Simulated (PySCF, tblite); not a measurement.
**Si₃H₇ radical, a cluster model of a defect (Si site with back bonds [SiH3], [SiH3], [H]): EPR parameters**

What EPR parameters should one expect for `[SiH3][SiH][SiH3]`? It is drawn as: dangling bond.

Programs: tblite 0.8.0 and PySCF 2.14.0. All values are calculated, for the isolated system unless a continuum is named. Atoms count from 0, parts from 1.

## 1. Starting point

10 atoms, charge 0, multiplicity 2; geometry: distance geometry start.

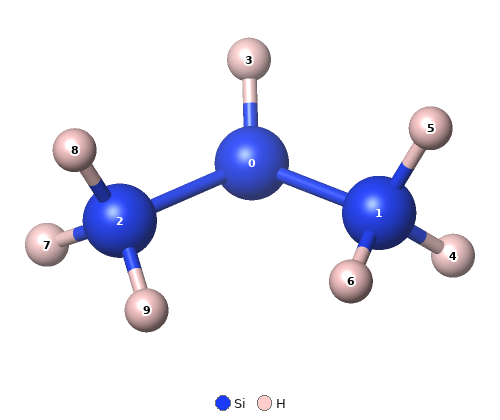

The starting geometry (silicon blue, hydrogen pink), atoms numbered.

## 2. Relaxing the cluster with GFN2-xTB

Job settings and geometry (Å):

```
{"job": {"kind": "relax", "xc": "GFN2-xTB", "basis": "xTB"}, "charge": 0, "multiplicity": 2}
Si    -0.062425     0.003673     1.115293
Si    -1.759971    -0.023983    -0.273023
Si     1.786546    -0.206127    -0.107402
H     -0.044941     1.103460     2.059318
H     -2.798851    -0.968744     0.212634
H     -2.450885     1.308983    -0.302204
H     -1.330023    -0.354300    -1.613492
H      2.749628    -1.010816     0.686749
H      2.430813     1.087422    -0.445662
H      1.454526    -0.936101    -1.333379
```

With the program's defaults for keys left out, this is: GFN2-xTB geometry optimisation, gas phase.

On the command line:

```bash
$ OMP_NUM_THREADS=1 python cluster_run.py task.json out
```

One launch serves the whole session: the jobs run in the order shown.

The program printed:

```text
step      E/eV     max force
  0    -235.93786    2.336
  1    -236.04142    0.991
  2    -236.08237    0.392
  3    -236.09675    0.425
  4    -236.12725    0.416
  5    -236.15109    0.391
  6    -236.17025    0.426
  7    -236.18470    0.326
  8    -236.19591    0.256
  9    -236.20269    0.212
 10    -236.20767    0.201
 11    -236.21102    0.180
 12    -236.21398    0.198
 13    -236.21818    0.188
 14    -236.22367    0.252
 15    -236.22913    0.249
 16    -236.23260    0.144
 17    -236.23401    0.087
 18    -236.23477    0.093
 19    -236.23619    0.156
 20    -236.23868    0.216
 21    -236.24282    0.251
 22    -236.24808    0.260
 23    -236.25331    0.261
 24    -236.25750    0.232
 25    -236.25979    0.169
 26    -236.26090    0.097
 27    -236.26183    0.075
 28    -236.26290    0.130
 29    -236.26459    0.176
 30    -236.26643    0.173
 31    -236.26759    0.101
 32    -236.26807    0.058
 33    -236.26834    0.055
 34    -236.26871    0.076
 35    -236.26929    0.088
 36    -236.26996    0.077
 37    -236.27048    0.047
 38    -236.27074    0.037
 39    -236.27089    0.046
 40    -236.27104    0.048
 41    -236.27129    0.046
 42    -236.27173    0.056
 43    -236.27235    0.070
 44    -236.27290    0.061
 45    -236.27319    0.031
 46    -236.27329    0.020
 47    -236.27333    0.020
 48    -236.27340    0.024
 49    -236.27350    0.026
 50    -236.27358    0.018
 51    -236.27361    0.015
 52    -236.27362    0.015
 53    -236.27365    0.014
 54    -236.27369    0.023
 55    -236.27379    0.034
 56    -236.27392    0.038
 57    -236.27404    0.025
 58    -236.27410    0.016
 59    -236.27412    0.015
 60    -236.27415    0.015
 61    -236.27423    0.028
 62    -236.27438    0.041
 63    -236.27463    0.045
 64    -236.27490    0.039
 65    -236.27510    0.032
 66    -236.27521    0.029
 67    -236.27534    0.044
 68    -236.27562    0.059
 69    -236.27611    0.067
 70    -236.27670    0.053
 71    -236.27714    0.047
 72    -236.27736    0.050
 73    -236.27743    0.060
 74    -236.27762    0.048
 75    -236.27804    0.047
 76    -236.27853    0.055
 77    -236.27911    0.062
 78    -236.27940    0.048
 79    -236.27959    0.032
 80    -236.27976    0.026
 81    -236.27994    0.043
 82    -236.28007    0.035
 83    -236.28012    0.023
 84    -236.28016    0.017
 85    -236.28019    0.014
 86    -236.28022    0.013
 87    -236.28025    0.014
 88    -236.28029    0.019
 89    -236.28035    0.020
 90    -236.28040    0.017
 91    -236.28043    0.010
 92    -236.28044    0.005
```

It took 2 s on 1 thread of Arm Neoverse N1, shared host.

Along the way:

```
step  energy from step 0 (eV)  largest force (eV/Å)
   0                   0.0000                2.3359
   3                  -0.1589                0.4253
   6                  -0.2324                0.4264
   9                  -0.2648                0.2121
  12                  -0.2761                0.1980
  15                  -0.2913                0.2496
  18                  -0.2969                0.0926
  21                  -0.3050                0.2518
  24                  -0.3196                0.2323
  27                  -0.3240                0.0748
  30                  -0.3286                0.1734
  33                  -0.3305                0.0549
  36                  -0.3321                0.0774
  39                  -0.3330                0.0455
  42                  -0.3339                0.0562
  45                  -0.3353                0.0307
  48                  -0.3355                0.0240
  51                  -0.3357                0.0151
  54                  -0.3358                0.0234
  57                  -0.3362                0.0251
  60                  -0.3363                0.0150
  63                  -0.3368                0.0443
  66                  -0.3373                0.0289
  69                  -0.3382                0.0675
  72                  -0.3395                0.0504
  75                  -0.3402                0.0466
  78                  -0.3415                0.0481
  81                  -0.3421                0.0433
  84                  -0.3423                0.0176
  87                  -0.3424                0.0140
  90                  -0.3425                0.0168
  92                  -0.3426                0.0054
```

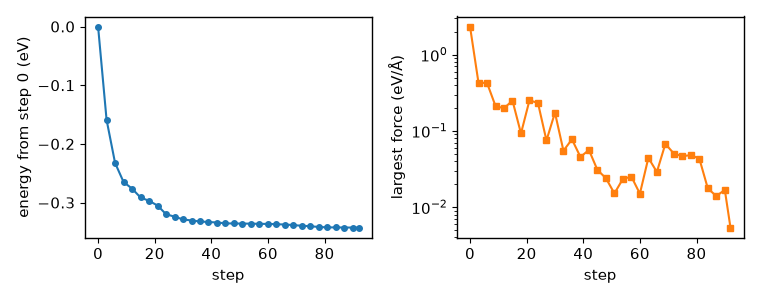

Energy and force, step by step.

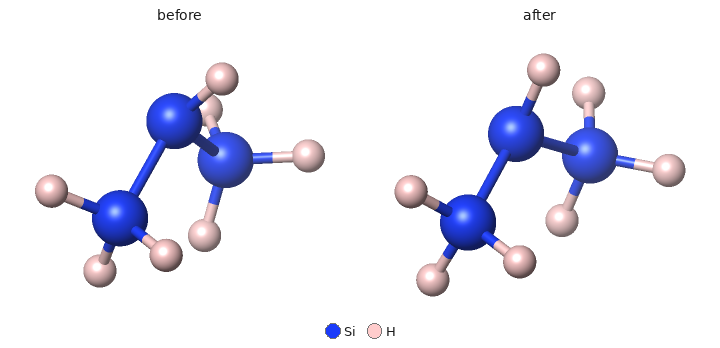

Before and after, at one scale.

Distances of close pairs at the start and the end, largest changes first:

```
   bond  before (Å)  after (Å)  change (Å)
Si0–Si1       2.193      2.294      +0.100
Si0–Si2       2.227      2.294      +0.067
 Si1–H5       1.502      1.471      -0.031
 Si0–H3       1.449      1.480      +0.031
 Si1–H6       1.446      1.467      +0.021
 Si1–H4       1.486      1.467      -0.018
 Si2–H7       1.485      1.467      -0.018
 Si2–H8       1.484      1.471      -0.013
```

## 3. Optimising the geometry at PBE0-D3(BJ)/def2-SVP

Job settings and geometry (Å):

```
{"job": {"xc": "PBE0", "basis": "def2-SVP", "d3": "d3bj", "grid": 2, "kind": "geom", "shake": 0.01}, "charge": 0, "multiplicity": 2}
Si    -0.032216    -0.263010     0.852059
Si    -2.036599     0.072634    -0.271452
Si     2.020817    -0.150908    -0.093730
H     -0.040184     0.458356     2.151847
H     -3.162523    -0.526839     0.443049
H     -2.442119     1.465178    -0.560958
H     -1.933309    -0.592775    -1.572662
H      3.075488    -0.663814     0.827856
H      2.535281     1.171976    -0.500081
H      2.056916    -0.996383    -1.274455
```

The program printed:

```text
step   0  E = -871.98323491  max force = 0.016535
step   1  E = -871.98843278  max force = 0.004713
step   2  E = -871.98863155  max force = 0.001853
step   3  E = -871.98868916  max force = 0.000420
step   4  E = -871.98871674  max force = 0.001026
step   5  E = -871.98874242  max force = 0.000996
step   6  E = -871.98875014  max force = 0.000381
optimisation converged
```

It took 67 s on 1 thread of Arm Neoverse N1, shared host; peak memory 0.45 GiB.

The steps of the relaxation:

```
step  energy from step 0 (eV)  largest force component (eV/Å)
   0                   0.0000                          0.8503
   1                  -0.1414                          0.2424
   2                  -0.1469                          0.0953
   3                  -0.1484                          0.0216
   4                  -0.1492                          0.0528
   5                  -0.1499                          0.0512
   6                  -0.1501                          0.0196
```

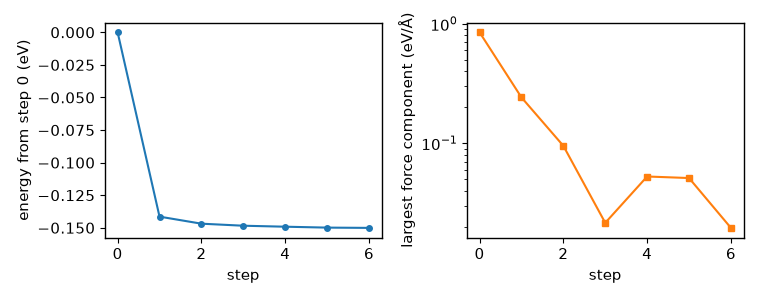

Energy and largest force along the relaxation.

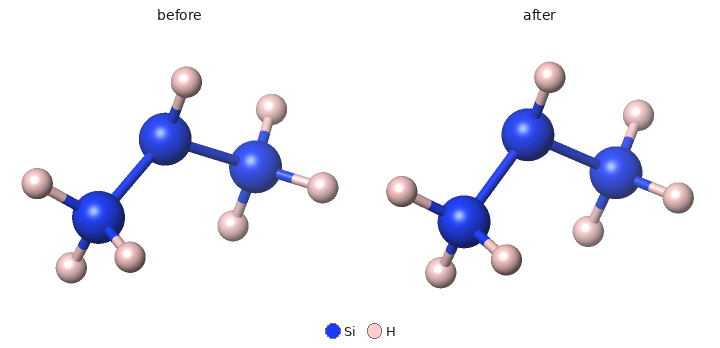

The geometry before (left) and after (right).

Close pairs (by a distance rule), those that changed most:

```
   bond  before (Å)  after (Å)  change (Å)
Si0–Si2       2.263      2.332      +0.069
 Si2–H9       1.453      1.495      +0.042
 Si1–H4       1.462      1.495      +0.033
 Si1–H6       1.465      1.495      +0.030
 Si2–H8       1.476      1.498      +0.022
 Si1–H5       1.479      1.498      +0.019
 Si0–H3       1.487      1.498      +0.011
Si0–Si1       2.322      2.331      +0.009
```

The end geometry stands in the next job.

```
                         at the end point                 value
rotational constants (GHz, main isotopes)  10.884, 1.929, 1.714
                        dipole moment (D)                  0.09
                                     ⟨S²⟩                 0.755
```

## 4. EPR parameters: B3LYP/IGLO-III+pcH-1

Job settings and geometry (Å):

```
{"job": {"kind": "epr"}, "charge": 0, "multiplicity": 2}
Si    -0.055939    -0.304263     1.003462
Si    -1.959862     0.048618    -0.294671
Si     1.982353    -0.151237    -0.118908
H     -0.078242     0.424971     2.311821
H     -3.175363    -0.463303     0.409085
H     -2.167027     1.500562    -0.599633
H     -1.791431    -0.691182    -1.582979
H      3.093027    -0.639610     0.753959
H      2.287281     1.254668    -0.536848
H      1.906738    -1.004768    -1.344000
```

With the program's defaults for keys left out, this is: UKS B3LYP, IGLO-III on Si, pcH-1 on H, non-relativistic, mean-field spin-orbit, GIAO.

The program printed:

```text
UKS, coarse grid
  cycle   1  E = -872.71454265  |g| = 1.65e-01
  cycle   2  E = -872.72048065  |g| = 8.12e-02
  cycle   3  E = -872.72243455  |g| = 2.24e-02
  cycle   4  E = -872.72275281  |g| = 6.27e-03
  cycle   5  E = -872.72277868  |g| = 9.06e-04
  cycle   6  E = -872.72277972  |g| = 3.41e-04
UKS, final grid
  cycle   1  E = -872.72276995  |g| = 2.72e-04
  cycle   2  E = -872.72276997  |g| = 2.38e-04
  cycle   3  E = -872.72277000  |g| = 2.20e-05
  cycle   4  E = -872.72277000  |g| = 1.26e-05
E = -872.72277000 Eh   <S^2> = 0.7533 (exact 0.7500)
g shifts (ppm)      1          2          3
  rmc          -118       -118       -118
  gc              8         38         37
  oz_so        -227       2833       5106
  total        -336       2754       5025
hyperfine (MHz)  atom isotope    a_iso     a_fc   dipolar eigenvalues
    0  29Si    -317.99    -319.15   -168.03     83.71     84.32
    1  29Si      -1.24      -1.25     -3.96      0.58      3.38
    2  29Si      -1.47      -1.47     -3.90      0.49      3.41
    3    1H      -2.88      -2.91    -10.03      1.71      8.32
    4    1H       6.29       6.29     -2.30     -1.13      3.43
    5    1H      69.11      69.11     -2.24     -0.28      2.52
    6    1H      -2.78      -2.78     -2.32     -1.17      3.49
    7    1H       3.13       3.14     -2.31     -1.11      3.41
    8    1H      71.68      71.68     -2.27     -0.25      2.51
    9    1H      -1.66      -1.66     -2.38     -1.16      3.54
```

Wall time 47 s (1 thread of Arm Neoverse N1, shared host); peak memory 0.61 GiB.

Principal g values 2.00198, 2.00507, 2.00734; g(iso) = 2.00480, against 2.00232 for a free electron.

Hyperfine couplings, nucleus by nucleus at this fixed geometry (no averaging over rotations):

```
nuclei  isotope  a(iso) (MHz)  a(iso) (G, at g = 2.0023)  largest dipolar term (MHz)
   Si0     29Si        -318.0                     -113.5                      -168.0
    H8       1H          71.7                       25.6                         2.5
    H5       1H          69.1                       24.7                         2.5
    H4       1H           6.3                        2.2                         3.4
    H7       1H           3.1                        1.1                         3.4
    H3       1H          -2.9                       -1.0                       -10.0
    H6       1H          -2.8                       -1.0                         3.5
    H9       1H          -1.7                       -0.6                         3.5
   Si2     29Si          -1.5                       -0.5                        -3.9
   Si1     29Si          -1.2                       -0.4                        -4.0
```

Mulliken spin populations:

```
atom  value (e)
 Si0       0.97
 Si1      -0.01
 Si2      -0.01
  H3      -0.01
  H4       0.00
  H5       0.03
  H6       0.00
  H7       0.00
  H8       0.03
  H9       0.00
```

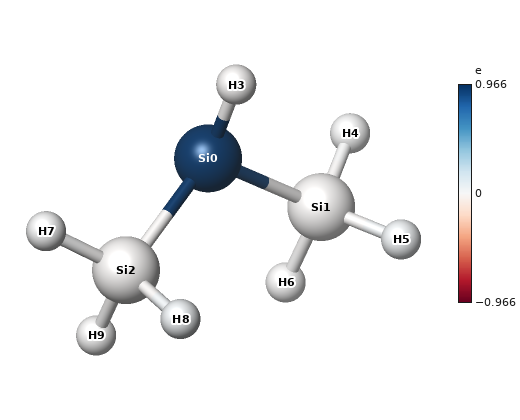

Mulliken spin populations, as colours on the atoms.

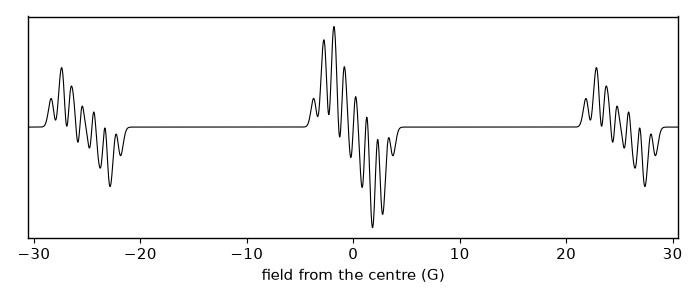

First-order isotropic spectrum (first derivative, main isotopes with spin only, couplings over 0.8 MHz, Gaussian width 0.3 G; couplings of the frozen geometry, rotation of groups not averaged beyond the rows shown).

## 5. g tensor and hyperfine couplings: BHandHLYP/IGLO-III+pcH-1

Settings changed since step 4:

```diff
@@ -1,2 +1,2 @@
-{"job": {"kind": "epr"}, "charge": 0, "multiplicity": 2}
+{"job": {"kind": "epr", "xc": "BHandHLYP"}, "charge": 0, "multiplicity": 2}
 Si    -0.055939    -0.304263     1.003462
```

Method: UKS BHandHLYP, IGLO-III on Si, pcH-1 on H, non-relativistic, mean-field spin-orbit, GIAO.

The program printed:

```text
UKS, coarse grid
  cycle   1  E = -872.62727003  |g| = 1.55e-01
  cycle   2  E = -872.64213385  |g| = 6.24e-02
  cycle   3  E = -872.64385768  |g| = 1.66e-02
  cycle   4  E = -872.64412364  |g| = 4.00e-03
  cycle   5  E = -872.64414141  |g| = 1.29e-03
  cycle   6  E = -872.64414440  |g| = 3.29e-04
UKS, final grid
  cycle   1  E = -872.64413896  |g| = 1.67e-04
  cycle   2  E = -872.64413903  |g| = 8.45e-05
  cycle   3  E = -872.64413905  |g| = 4.49e-05
  cycle   4  E = -872.64413905  |g| = 5.33e-06
E = -872.64413905 Eh   <S^2> = 0.7546 (exact 0.7500)
g shifts (ppm)      1          2          3
  rmc          -118       -118       -118
  gc              7         38         36
  oz_so        -231       2590       4758
  total        -342       2510       4677
hyperfine (MHz)  atom isotope    a_iso     a_fc   dipolar eigenvalues
    0  29Si    -350.18    -351.35   -168.97     84.23     84.74
    1  29Si       0.77       0.77     -4.24      0.10      4.14
    2  29Si       0.58       0.59     -4.17     -0.03      4.20
    3    1H      -3.62      -3.65    -10.06      1.72      8.34
    4    1H       4.88       4.88     -2.30     -1.15      3.46
    5    1H      66.19      66.19     -2.15     -0.37      2.52
    6    1H      -3.00      -3.01     -2.33     -1.19      3.52
    7    1H       2.11       2.11     -2.31     -1.13      3.44
    8    1H      68.63      68.63     -2.17     -0.34      2.51
    9    1H      -2.16      -2.16     -2.39     -1.18      3.57
```

It took 51 s on 1 thread of Arm Neoverse N1, shared host; peak memory 0.65 GiB.

In short: g(iso) 2.00460.

## 6. Run by run: EPR parameters

g, ⟨S²⟩ and isotropic hyperfine couplings (MHz), with basis size and wall time:

```
                     run   g(iso)   ⟨S²⟩  29Si Si0  1H H8  1H H5  1H H4  1H H7  functions  time
    B3LYP/IGLO-III+pcH-1  2.00480  0.753    -318.0   71.7   69.1    6.3    3.1        202  47 s
BHandHLYP/IGLO-III+pcH-1  2.00460  0.755    -350.2   68.6   66.2    4.9    2.1        202  51 s
```

## 7. Summary of results

| quantity | value |
| --- | --- |
| rotational constants (main isotopes) | 10.88, 1.93, 1.71 GHz |
| g(iso) (B3LYP) | 2.00480 |
| ⟨S²⟩ | 0.753 (exact 0.75) |
| largest a(iso) | 29Si on Si0, -318.0 MHz |

In words: Relaxing lowered the energy by 0.150 eV in 6 steps; the close pair that moved most is Si0–Si2, from 2.263 to 2.332 Å (PBE0/def2-SVP). Si0 carries the largest spin population, 0.97 e. The isotropic g lies 2.5 ppt above the free-electron value. The coupling of 29Si on Si0 runs from -350.2 (BHandHLYP/IGLO-III+pcH-1) to -318.0 MHz (B3LYP/IGLO-III+pcH-1).
